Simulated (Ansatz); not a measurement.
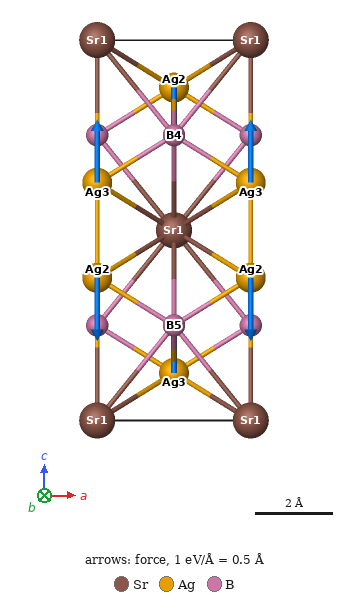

Starting geometry of crystalline SrAg2B2 (a generated structure, set up in I4/mmm) (coarse preliminary run) with the computed forces as blue arrows. Style: ball-and-stick. Shown: the conventional cell (2 times the calculation's cell), along the b axis. Lengths and directions refer to the drawn axes.

These are results of DFT PBE, scalar-relativistic, plane waves, PAW (Ansatz), not measurements. Settings: plane-wave cutoff 420 eV; k-point mesh 6 × 6 × 6; occupations gaussian; smearing width 0.1 eV; no spin polarisation; cell and atoms relaxed; force threshold 0.04 eV/Å; at most 70 steps.

> Is this structure relaxed? If not, where do the atoms go?

It isn't relaxed: the largest force vector, on Ag atoms, is 3.31 eV/Å. The atoms end up moving mostly along the starting forces (cosine between the two patterns 1.00). The energy falls by 1.031 eV per cell of the calculation in 4 accepted moves (5 points after the start). Largest force component: 3.3 eV/Å at the start, 0.017 eV/Å at the end. Pressure: 5.34 GPa at the start and 0.23 GPa at the end. At 1 point the geometry stayed and the basis and grid were re-selected for the new cell (energy shift of 3.4 meV per cell of the calculation at most each time). The largest moves relative to the cell, 0.36 Å, are those of Ag2 and Ag3. Ag2 goes along −c. Sr and B stay in place. The drawn cell changes as follows: a = b 4.023 → 4.189 Å (+4.1 %), c 9.968 → 9.766 Å (−2.0 %); the volume changes by +6.3 %. Near-neighbour distances that change, for instance: Ag2–Ag3 2.492 → 3.170 Å, Sr1–Ag2 3.738 → 3.298 Å, Sr1–Ag2 (another image) 3.105 → 3.360 Å, Ag2–B4 2.366 → 2.263 Å. The space group stays I4/mmm (No. 139).
